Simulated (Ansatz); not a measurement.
## A computed series for Hf: response to strain

Start from Hf in the hcp (Mg type) structure (space group P6_3/mmc, No. 194; relaxed with 0.1 eV smearing).

```
CELL_PARAMETERS angstrom
      3.19829     0.00000     0.00000
     -1.59915     2.76980     0.00000
      0.00000     0.00000     5.04882
ATOMIC_POSITIONS crystal
  Hf 0.33333 0.66667 0.75000
  Hf 0.66667 0.33333 0.25000
```

Cartesian axes are those of the cell as printed.

Strains are applied to the cell and any free atomic positions relax; under biaxial strain the out-of-plane vector relaxes too.

Computed with plane-wave PAW DFT at the r2SCAN level (Ansatz, a first-principles code, 500 eV), no spin-orbit coupling.

Notes on the quantities. pressure: mean of the normal stresses, compression positive.

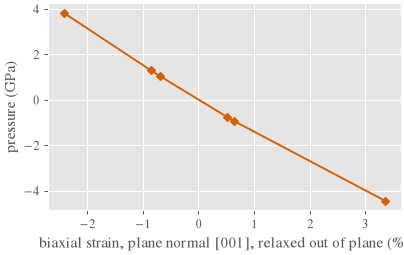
*Pressure against biaxial strain, plane normal [001], relaxed out of plane*

```tsv
biaxial strain, plane normal [001], relaxed out of plane (%)	pressure
-2.42	3.8 GPa
-0.85	1.3 GPa
-0.68	1.0 GPa
0.51	-0.7 GPa
0.64	-0.9 GPa
3.35	-4.4 GPa
```

Stability against distortions was not tested. The final runs are not spin-polarised.
